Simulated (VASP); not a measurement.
Energy against volume of MgS (rock salt). Level of theory: revPBE GGA, VASP's PBE PAW potentials (set 64) (plane waves; VASP).

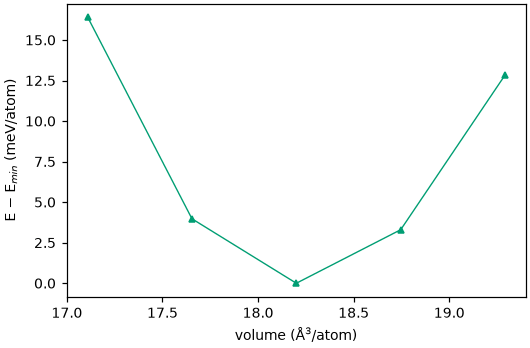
Figure. Energy against volume

Question: Estimate the equilibrium volume and the bulk modulus.

Answer: The minimum lies near 18.2 Å³/atom, and the curvature gives B0 of about 71 GPa.

Measured: bulk modulus 81.0 GPa at 0 K (computed value off by -12.6 %), a 5.188 Å at 0 K (computed value off by +1.4 %), as given by Tamar Goldzak et al., The Journal of Chemical Physics (2022), arXiv:2208.04865 [corrected for zero-point motion].

The compound is MgS in the rock salt structure. It was relaxed first.
